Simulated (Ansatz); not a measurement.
The structure below was relaxed with PBEsol, PAW, 420 eV (Ansatz, a quantum-chemistry and plane-wave program; without spin-orbit coupling), at pressure 15 GPa.

```
ZrB2
1.0
    3.10157     0.00000     0.00000
   -1.55078     2.68604     0.00000
    0.00000     0.00000     3.43734
Zr B
1 2
Cartesian
  0.00000   0.00000   0.00000
  1.55078   0.89535   1.71867
  0.00000   1.79069   1.71867
```

Problem. Find the space group and the Wyckoff positions.

Solution. Space group P6/mmm (No. 191); a = b = 3.102 Å, c = 3.437 Å, α = β = 90.00°, γ = 120.00°

```json
[
 {"atom": "Zr", "site": "1a", "symmetry": "6/mmm", "x": "0.0000", "y": "0.0000", "z": "0.0000"},
 {"atom": "B", "site": "2d", "symmetry": "-6m2", "x": "0.3333", "y": "0.6667", "z": "0.5000"}
]
```

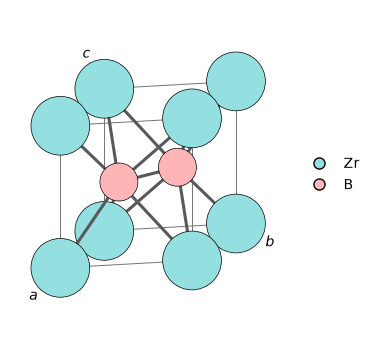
*The conventional cell*

Load acts through the strain it causes; cell and atoms are relaxed under it. Stability against distortions was not tested. No other phases were tried under pressure. All final runs are without spin polarisation. The cell was made from ZrB2 (space group P6/mmm, No. 191) by this change: pressure 15 GPa.
